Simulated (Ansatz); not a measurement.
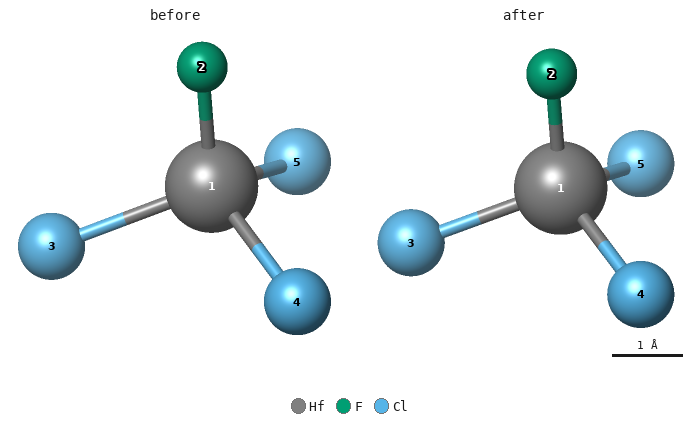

The structure of HfCl3F before (left) and after (right) a relaxation, at one scale.

Style: ball-and-stick. Shown from a free direction.

The run prepares the start of a later molecular dynamics calculation, from a guessed geometry.

Level of theory: RKS B3LYP-D4/def2-SVP in Ansatz 0.2.0. Settings: no spin polarisation; force threshold 0.02 eV/Å; at most 40 steps.

What changed between the two?

After 3 geometry steps the energy has fallen by 17.8 kcal/mol. The largest force component goes from 2.3 to 0.0046 eV/Å. The largest moves after the best rigid fit, 0.17 Å, are those of Cl3, Cl4 and Cl5. By element the largest moves are Cl 0.17 Å, F 0.11 Å, Hf 0.03 Å. Near-neighbour distances that change, for instance: Hf1–Cl3 2.520 → 2.344 Å, Hf1–F2 1.980 → 1.898 Å. The run took 13 s on 2 threads of Arm Neoverse V2 (shared host), peak memory 0.23 GiB.
